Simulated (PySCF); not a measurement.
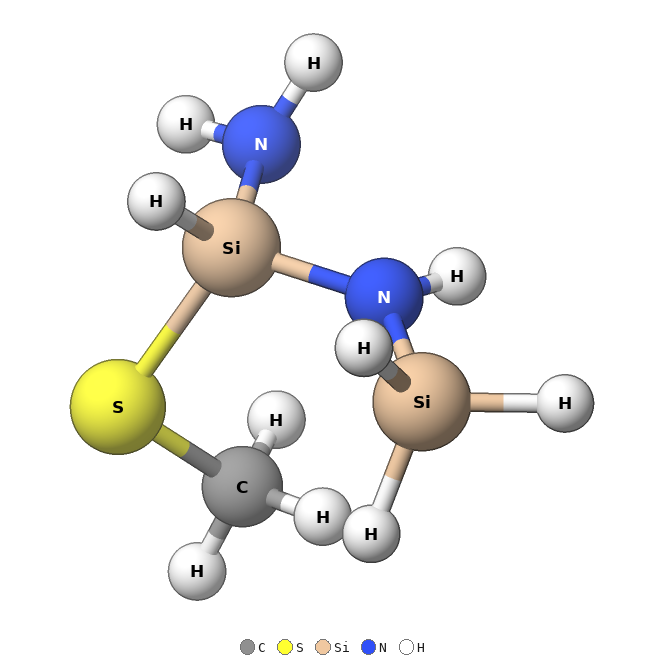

Every bond is drawn as one stick, whatever its order.

Computed geometry: GFN2-xTB optimisation. No frequency run is at hand to confirm it as a minimum.

Question: Count the atoms of each element.

Answer: CH10N2SSi2, 16 atoms: 1 carbon, 10 hydrogen, 2 nitrogen, 1 sulfur and 2 silicon.

Question: Name functional groups in it.

Answer: Among them: Si–H bond, Si–N bond.

More results for the same structure follow; atom numbers are the same in all pictures, views and colours differ.

Geometry

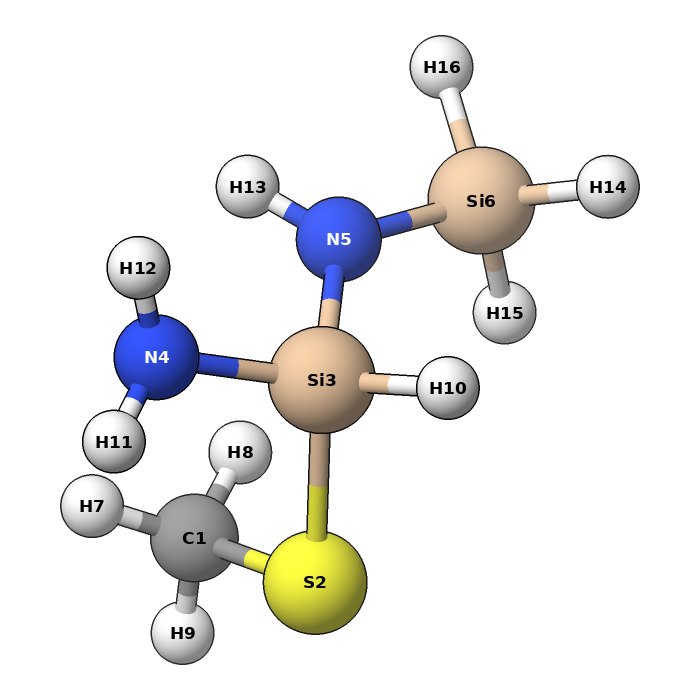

The atoms are numbered. No frequency run is at hand to confirm it as a minimum.

Which atoms are bonded, and how long are the bonds?

```tsv
bond	length (Å)	order
C1–S2	1.821	single
C1–H7	1.085	single
C1–H8	1.086	single
C1–H9	1.085	single
S2–Si3	2.152	single
Si3–N4	1.724	single
Si3–N5	1.726	single
Si3–H10	1.455	single
N4–H11	1.008	single
N4–H12	1.007	single
N5–Si6	1.732	single
N5–H13	1.007	single
Si6–H14	1.461	single
Si6–H15	1.467	single
Si6–H16	1.463	single
```

NMR shielding

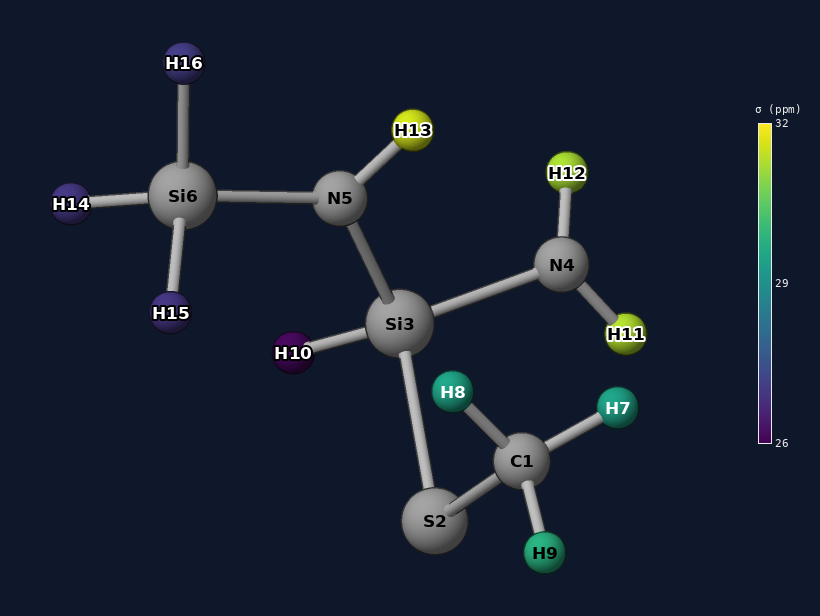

Atoms are coloured by their isotropic NMR shieldings (H only, the others grey). No frequency run is at hand to confirm it as a minimum. Level of theory: GIAO PBE0/pcSseg-1 NMR shielding, non-relativistic, gas phase (PySCF 2.14.0).

List the isotropic NMR shieldings of the H atoms.

```csv
atom,σ (ppm)
H7,29.43
H8,29.48
H9,29.79
H10,26.14
H11,31.28
H12,31.22
H13,31.56
H14,26.98
H15,26.96
H16,27.09
```

Excitation

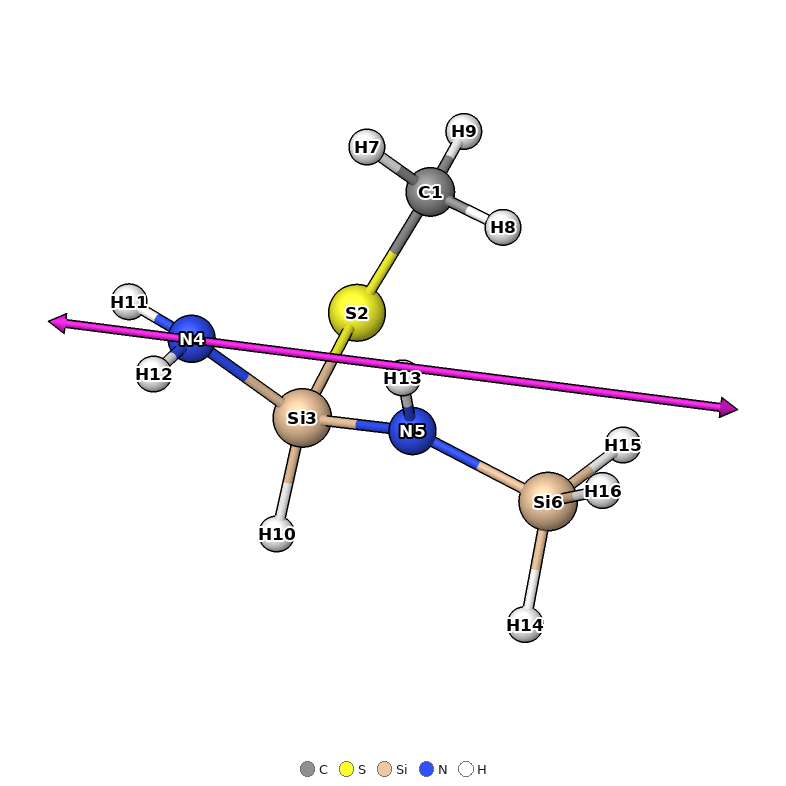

The double arrow shows the direction of the transition dipole to excited singlet state 4 (its length means nothing). No frequency run is at hand to confirm it as a minimum. Level of theory: TDDFT PBE0/def2-SVPD, vertical, gas phase, core orbitals frozen in the response (PySCF 2.14.0).

Question: How is the transition polarised?

Answer: Close to the long direction N4···Si6.

Question: Give its energy, strength and character.

Answer: 6.25 eV (198 nm), oscillator strength 0.049, of mixed character, with the largest part HOMO → LUMO+2 (weight 0.46); transition dipole 1.44 D.

Quadrupole coupling

No frequency run is at hand to confirm it as a minimum. Electric field gradients from the ground-state density, PBE0/pcSseg-1 (PySCF 2.14.0), non-relativistic apart from any core potentials.

Give the largest field-gradient component, the quadrupole coupling constant and the asymmetry for 33S at S2 (Q = −67.81 mb), 14N at N4 (Q = 20.44 mb), 14N at N5 (Q = 20.44 mb), 2H at H7 (Q = 2.86 mb), 2H at H8 (Q = 2.86 mb).

```
atom  V_zz (a.u.)  e²qQ/h (MHz)     η
  S2        2.138         −34.1  0.96
  N4       −0.882         −4.23  0.34
  N5       −0.726         −3.48  0.49
  H7        0.315         0.211  0.03
  H8        0.315         0.211  0.04
```

The geometry is semi-empirical. Around Si such bond lengths and angles can be off by a tenth of an ångström or more and by several degrees, and values that hang on the shape move with them.
